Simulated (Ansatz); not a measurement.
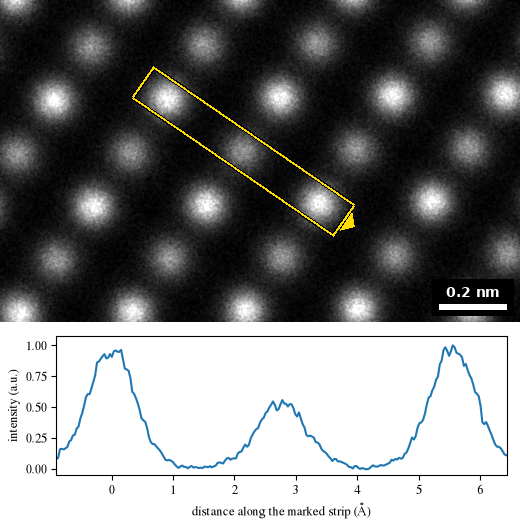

Integrated-DPC-like image of PtSe (Fm-3m, No. 225) along [110]. Simulated as the projected potential of neutral atoms (B = 0.5 Å²) blurred by a 0.69 Å probe, the thin-sample limit of integrated differential phase contrast. Shot noise was added. Structure used: the input geometry of a calculation; the starting structure was generated, so it need not be a known form of this composition.

```xyz
8
Lattice="5.5600 0.0000 0.0000 0.0000 5.5600 0.0000 0.0000 0.0000 5.5600" Properties=species:S:1:pos:R:3 pbc="T T T"
Pt    2.7800    0.0000    0.0000
Se    0.0000    0.0000    0.0000
Pt    2.7800    2.7800    2.7800
Se    0.0000    2.7800    2.7800
Pt    0.0000    0.0000    2.7800
Se    2.7800    0.0000    2.7800
Pt    0.0000    2.7800    0.0000
Se    2.7800    2.7800    0.0000
```

The curve is the intensity along the marked strip, in the direction of its arrowhead, with zero distance at the first column. Brightness is counted from the darkest point of the image.

List the columns that the line crosses, with their positions.

```json
{"position (Å)": "0.0", "atoms per repeat along the beam": "1 Pt", "height (% of the highest)": "100"}
{"position (Å)": "2.8", "atoms per repeat along the beam": "1 Se", "height (% of the highest)": "60"}
{"position (Å)": "5.6", "atoms per repeat along the beam": "1 Pt", "height (% of the highest)": "100"}
```
